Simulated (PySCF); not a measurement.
SMILES [Si](N)(O)(O)O (H5NO3Si) at its PBE0/def2-SVP optimised geometry (Å):

```
10

N     -1.2625    -1.8490     1.3945
Si    -0.7151    -1.0184     0.0000
O      0.9429    -1.0184     0.0000
O     -1.1828    -1.7284    -1.4106
O     -1.3698     0.5049     0.0000
H     -2.2551    -1.8421     1.6031
H     -0.8651    -2.7587     1.6031
H      1.3698    -0.7121     0.8041
H     -0.8971    -1.2908    -2.2174
H     -1.2565     1.0184     0.8038
```

Level of theory: PBE0/def2-TZVP in PySCF. Cells within 0.4 Å of a nucleus heavier than hydrogen are left out (blank, or x).

Map of the electrostatic potential (hartree/e), clipped to [-0.08, 0.12] on the plane z = 0.0 Å:

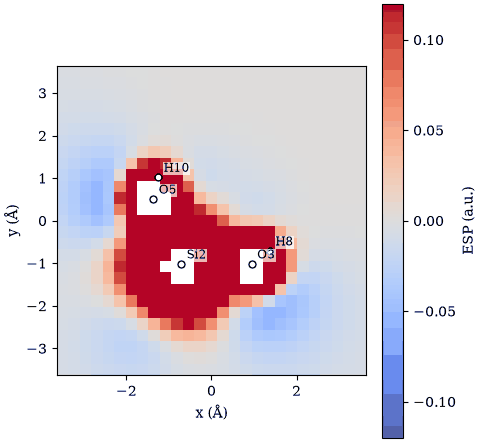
Fig. 1. Electrostatic potential (hartree/e), clipped to [-0.08, 0.12] on the plane z = 0.0 Å.
